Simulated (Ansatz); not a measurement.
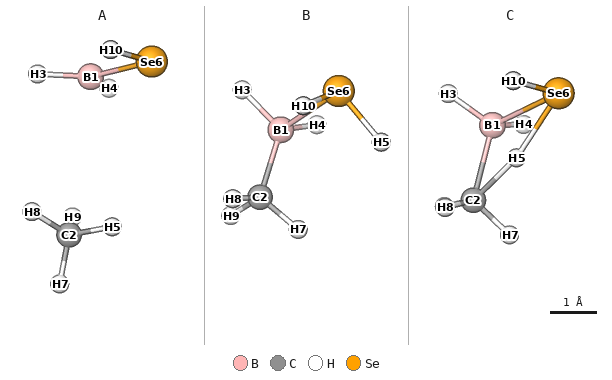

Three geometries of CH7BSe: a saddle point and the two minima that it joins, in shuffled order. Style: ball-and-stick. Shown from a free direction. Sticks join atoms that are closer than about 1.2 times the sum of their covalent radii (a little more with hydrogen).

Stationary points at PBE0-D4/def2-TZVP, single-point energies with PBE-QIDH, PBE-D4, CCSD(T), CCSD(T)/CBS (def2-TZVPP where no basis is named; Ansatz 0.2.0). The energies are electronic, without zero-point or thermal terms, and both ends are the minima reached downhill from the saddle, with any fragments still in contact. CCSD(T)/CBS stands for a frozen-core estimate: MP2 correlation extrapolated from def2-TZVPP and def2-QZVPP, CCSD(T) minus MP2 from the smaller set.

### Which frame is the transition state, what reaction does it lead through, and what barrier is to be expected?

Frame C is the saddle point. Counted by bonded pieces, B holds CH₇BSe and A holds BH₃Se + CH₄. From B over the saddle to A, a bond forms: C2–H5 (3.22 → 1.48 → 1.09 Å). Bonds break: B1–C2 (1.59 → 1.72 → 3.51 Å), H5–Se6 (1.47 → 1.74 → 3.72 Å). Bonds that stay but change much: B1–Se6 (2.17 → 2.20 → 1.90 Å). The saddle has one imaginary mode, 818i cm⁻¹. With PBE-QIDH the barrier is 0.87 eV from B and 1.45 eV from A, and A lies 0.57 eV below B.

```csv
level,barrier from B (eV),barrier from A (eV),A less B (eV)
PBE-QIDH,0.87,1.45,−0.57
PBE-D4,0.68,1.18,−0.49
CCSD(T),0.96,1.62,−0.66
CCSD(T)/CBS,0.91,1.60,−0.69
```

Against CCSD(T)/CBS, PBE-QIDH comes closest on the barrier from B (−0.04 eV) and PBE-D4 misses most (−0.23 eV).
